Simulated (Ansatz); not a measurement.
The calculation's input:

```
crystal:
  periodic: [false, false, false]
  atoms:
    - { symbol: C, position_ang: [-0.6699, 0.5102, -0.2355] }
    - { symbol: Al, position_ang: [0.8144, -0.6218, 0.2273] }
    - { symbol: F, position_ang: [1.37023, -1.85554, -0.94363] }
    - { symbol: H, position_ang: [-0.3141, 1.6249, -0.2499] }
    - { symbol: H, position_ang: [-1.5286, 0.4127, 0.4784] }
    - { symbol: H, position_ang: [-1.0916, 0.3005, -1.2578] }
    - { symbol: H, position_ang: [1.55036, -0.46011, 1.6606] }
basis:
  gaussian: { orbitals: def2-SVP }
hamiltonian:
  xc: pbe
  dispersion: d4
relax:
  f_tol: 0.015
  max_steps: 40
output:
  orbitals: {}
```

Run with:

```sh
ansatz run input.yaml --threads 1 --pin off --max-ram 2048MiB --backend cpu --events-out ev --progress --plain --runs-dir out
```

The fields are those of the relaxed geometry.

All numbers below come from RKS PBE-D4/def2-SVP in Ansatz 0.2.0.

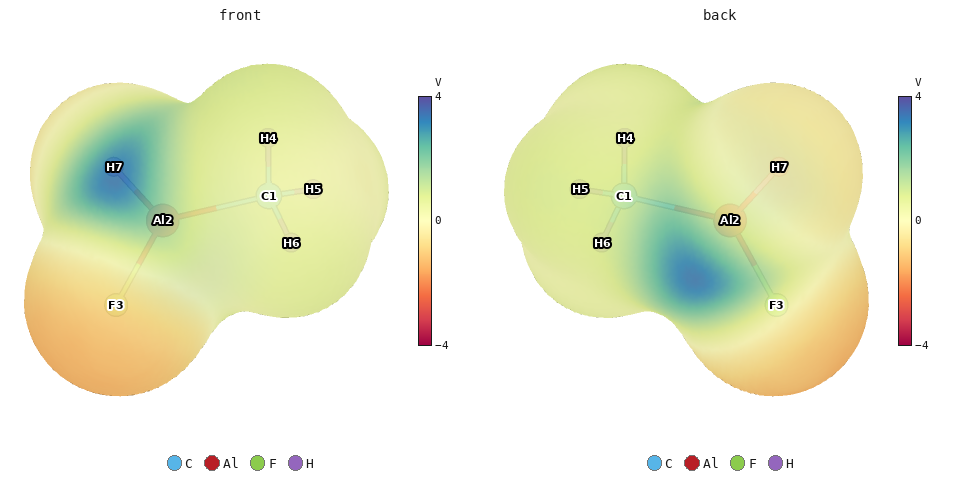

CH4AlF (SMILES [CH3][AlH][F]). The molecular electrostatic potential painted on the density surface at 0.002 e/bohr³, seen from the front and from behind; the colour scale runs from red (negative) to blue (positive).

Question: Describe the electrostatic potential map.

Answer: The most negative region (about −1.4 V) lies over F3, the most positive (about +3.3 V) over Al2.
